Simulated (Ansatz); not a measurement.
## Two runs on GaNH$_{4}$O

System: GaNH$_{4}$O, SMILES [NH2][GaH][OH].
Method of run A: RKS PBE-QIDH (frozen core)/def2-TZVPP (Ansatz 0.2.0).

The geometry comes from this level: PBE0-D4/def2-TZVP. Text and figures count atoms from 1; the logs count them from 0 in places.

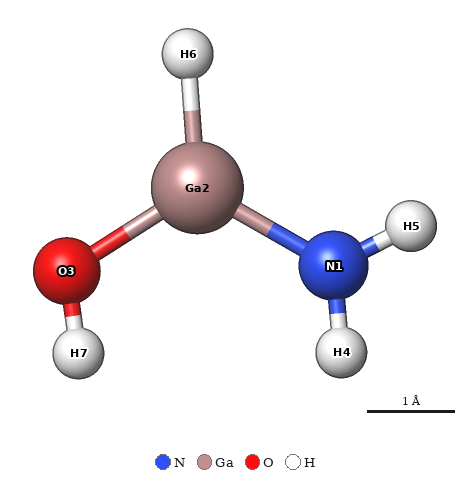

**Figure 1.** The input geometry (ball-and-stick view, seen on its broad side; atoms are numbered from 1 in the order of the input). Sticks mark near contacts. Bond lengths as drawn: Ga–H 1.55 Å, Ga–N 1.81 Å, Ga–O 1.79 Å, H–N 1.01 Å and H–O 0.96 Å.

Input file, run A:
```yaml
crystal:
  periodic: [false, false, false]
  atoms:
    - {symbol: N, position_ang: [-1.169127, 0.089640, -0.272703]}
    - {symbol: Ga, position_ang: [0.386807, -0.009581, 0.652676]}
    - {symbol: O, position_ang: [1.898546, -0.208673, -0.282263]}
    - {symbol: H, position_ang: [-1.247057, 0.041234, -1.273742]}
    - {symbol: H, position_ang: [-2.065556, 0.201734, 0.168141]}
    - {symbol: H, position_ang: [0.481254, 0.067550, 2.194549]}
    - {symbol: H, position_ang: [1.776531, -0.249904, -1.232357]}
basis:
  gaussian: {orbitals: def2-TZVPP}
hamiltonian: {xc: {name: PBE-QIDH}}
```

Hardware: 2 CPU threads, shared host.

Output (run A):
```
Functional definition: PBE-QIDH
  parameter a = 3^(-1/3)
  parameter c = 1/3
  exchange = (1 - a)*pbe_x + a*exact_x
  correlation = (1 - c)*pbe_c + c*(mp2_os + mp2_ss)
1021 factors; integrals over basis functions are off by at most 1.5e-3 eV
mean field evaluation 1: about -55948.9561 eV, gradient 6.1e1 eV
mean field evaluation 2: about -55949.0161 eV, gradient 6.1e1 eV
mean field evaluation 4: about -55955.6159 eV, gradient 4.0e0 eV
mean field evaluation 8: about -55955.6564 eV, gradient 3.2e-1 eV
mean field evaluation 16: about -55955.6567 eV, gradient 7.0e-5 eV
mean field -55955.65665840 eV, -2056.3324540898 hartree, gradient 3.3e-6 eV, S^2 0.000000; 0 other end points of the search recorded, 0 dependent functions left out
11 core orbitals not correlated: weight in the atoms' cores, before any rotation towards them, 1.000 or more for the frozen orbitals, at most 0.000 for the correlated occupied ones
reference -55955.65666972 eV, -2056.3324545057 hartree; 14, 14 occupied and 141, 141 virtual orbitals, 1021 factors
second order -21.25244084 eV of doubles, -0.00000000 eV of singles
Total energy: -55962.74081666 eV, -2056.5927921042 hartree
```

The input of run B differs as follows (lines with − go, lines with + come):
```diff
-hamiltonian: {xc: {name: PBE-QIDH}}
+hamiltonian: {xc: {name: B2PLYP}}
```

How does run B compare with run A?

The total energies belong to different methods, so their difference says nothing on which is more stable or more accurate. The functional changes from PBE-QIDH to B2PLYP.

Output (run B):
```
Functional definition: B2PLYP
  parameter a = 0.53
  parameter c = 0.27
  exchange = (1 - a)*b88_x + a*exact_x
  correlation = (1 - c)*lyp_c + c*(mp2_os + mp2_ss)
1021 factors; integrals over basis functions are off by at most 1.5e-3 eV
mean field evaluation 1: about -55955.8086 eV, gradient 7.1e1 eV
mean field evaluation 2: about -55955.8591 eV, gradient 7.1e1 eV
mean field evaluation 4: about -55964.5290 eV, gradient 5.4e0 eV
mean field evaluation 8: about -55964.5896 eV, gradient 4.4e-1 eV
mean field evaluation 16: about -55964.5901 eV, gradient 4.2e-5 eV
mean field -55964.59007412 eV, -2056.6607510622 hartree, gradient 9.7e-6 eV, S^2 0.000000; 0 other end points of the search recorded, 0 dependent functions left out
11 core orbitals not correlated: weight in the atoms' cores, before any rotation towards them, 1.000 or more for the frozen orbitals, at most 0.000 for the correlated occupied ones
reference -55964.59021832 eV, -2056.6607563615 hartree; 14, 14 occupied and 141, 141 virtual orbitals, 1021 factors
second order -23.00517587 eV of doubles, -0.00000000 eV of singles
Total energy: -55970.80161580 eV, -2056.8890210088 hartree
```

The two runs side by side:

```tsv
quantity	run A	run B
outcome	converged	converged
total energy (hartree)	−2056.592792	−2056.889021
basis functions	166	166
wall time (shared host)	3 s	2.9 s
```
